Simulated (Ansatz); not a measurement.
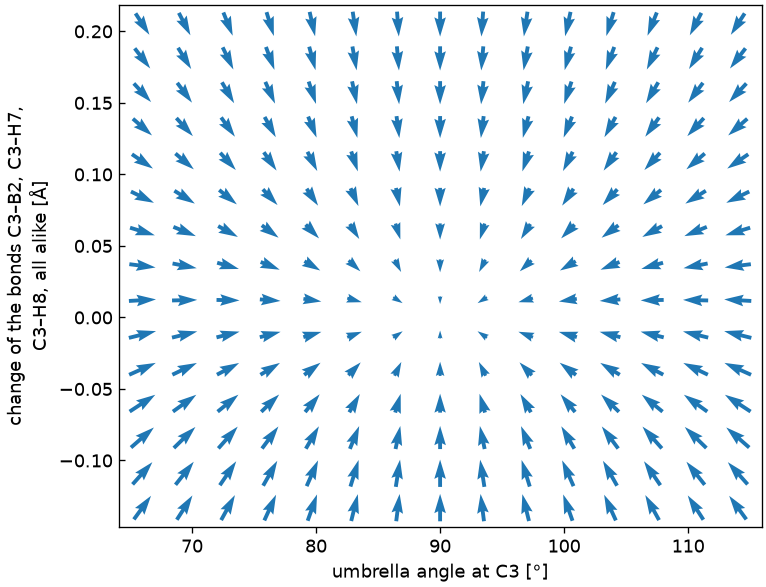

CH₄B₂Cl, SMILES BB([CH2-])Cl, charge −1. 
- First axis: umbrella angle at C3 (between each of its bonds and their common axis; 90 is planar). Second axis: change of the bonds C3–B2, C3–H7, C3–H8, all alike.
- Nothing is relaxed (all other coordinates rigid).
- Grid: 15 × 15 points; 215 points were computed and 10 follow by symmetry.
- Points are written as (first, second).
- Theory: RHF/def2-SVPD in Ansatz.

Drawn: arrows along the force (downhill), their lengths compressed.

> The arrows alone are given. Where is the energy lowest?

The arrows converge at about (90°, 0.000 Å) (read from the interpolated surface).

The energy map of the same scan:

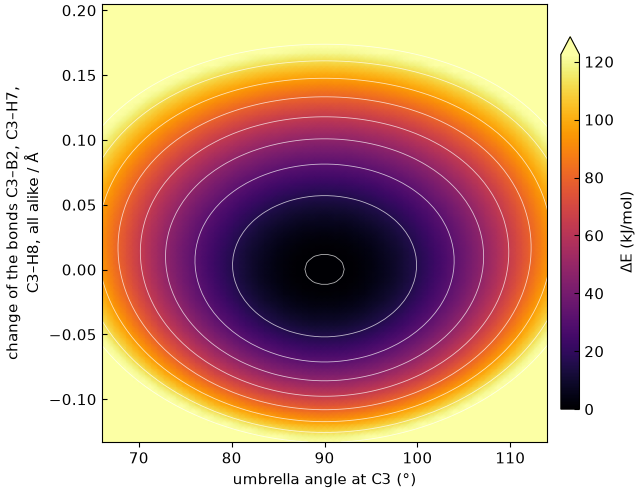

Energies are in kJ/mol, from the lowest grid point; between grid points the surface is interpolated.
